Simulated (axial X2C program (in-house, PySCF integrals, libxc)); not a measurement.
# CdH: from the state search to constants

Aim: find the lowest determinant of CdH, scan the bond at several levels and fit the constants, once spin-free and once with spin–orbit coupling.

The runs use an in-house X2C program for linear molecules on PySCF integrals; all-electron X2C, Cd dyall-cv3z, H dyall-v3z.

All values are calculated.

## 1. The job

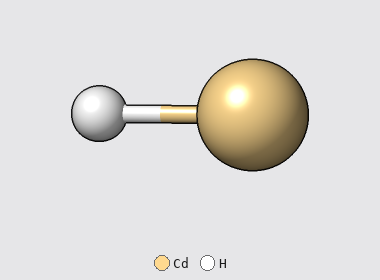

The two atoms at 1.680 Å (cadmium orange, hydrogen white).

Contents of task.json:

```json
{"zs": [48, 1], "q": 0, "bas": ["dyall-cv3z", "dyall-v3z"], "levels": ["PBE0", "HF", "BP86"], "cc": true, "r0": 1.68, "thr": -2.0, "nmax": 90, "npts": 10, "nst": 2, "ntry": 6}
```

Keys: zs atomic numbers; q charge; bas basis sets; levels methods (HF also brings MP2); cc coupled cluster on or off; r0 starting distance in Å; thr threshold in hartree for freezing inner shells (an s shell follows its p shell); nmax most natural virtual spinors; npts points asked for on the curve; nst determinants followed; ntry starts of the search.

Run with:

```sh
python so2c.py task.json out
```

Spin-free means the one-electron spin-free X2C Hamiltonian; two-component (2c) means X2C with spin–orbit coupling and atomic mean-field two-electron Coulomb and Gaunt terms. Basis: Cd dyall-cv3z contracted to [12s12p8d5f3g], H dyall-v3z contracted to [6s2p1d]; Gaussian nuclei, density fitting. Masses: Cd 113.903 u, H 1.008 u.

Notation: σ, π±, δ± give the projection m of an orbital's angular momentum (0, ±1, ±2), α and β its spin, Λ and M_S the sums; ω is the projection of a spinor's total angular momentum and Ω the sum. Logs are in hartree.

Further steps of the session: PBE0, spin-free; HF, spin-free; BP86, spin-free; Correlated methods, spin-free; PBE0, 2c; HF, 2c; BP86, 2c; Correlated methods, 2c.

What does the calculation give? Wanted: for each run, Hamiltonian; Re; ωe; De; μ.

**Answer**, as computed:

Lowest determinant that the search found at its distance (another Ω component may lie lower), spin-free: M_S = 1/2, Λ = 0 (beyond closed shells: σα).

Lowest determinant that the search found at its distance (another Ω component may lie lower), 2c: Ω = 1/2 (excess of +ω over −ω: ω = 1/2).

```
Hamiltonian    level  Re (Å)  ωe (cm⁻¹)  De (eV)  μ (D)
  spin-free     PBE0   1.767       1437    0.853  -0.71
  spin-free       HF   1.781       1494    0.662  -0.98
  spin-free      MP2   1.729       1546    0.504    n/a
  spin-free     CCSD   1.761       1471    0.775    n/a
  spin-free  CCSD(T)   1.762       1452    0.726    n/a
  spin-free     BP86   1.782       1356    0.901  -0.63
         2c     PBE0   1.767       1437    0.854  -0.71
         2c       HF   1.781       1494    0.662  -0.98
         2c      MP2   1.730       1546    0.503    n/a
         2c     CCSD   1.761       1470    0.774    n/a
         2c  CCSD(T)   1.763       1452    0.726    n/a
         2c     BP86   1.782       1356    0.902  -0.63
```

Dipoles are positive if H is the positive end.

At CCSD(T), going from spin-free to two-component changes Re by 0 mÅ, ωe by 0.0 %; the spin-free picture holds up (part of it comes from the scalar share of the two-electron terms). De moves by 0.00 eV; both De rest on single-determinant atoms, which can miss part of an open shell's spin–orbit lowering.

De refers to Cd + H, the ground-state fragments, which need not be this curve's own limit. Each curve is one determinant whose occupation by symmetry is held fixed; it was picked as the lowest of a PBE0 search that is not exhaustive. De is counted from the lowest determinant-based energies of the atoms at the same level, without counterpoise correction. Density functionals use the spin component along the axis (collinear). Coupled cluster ran in a truncated set of natural virtual spinors; the MP2 energy of the rest was added.
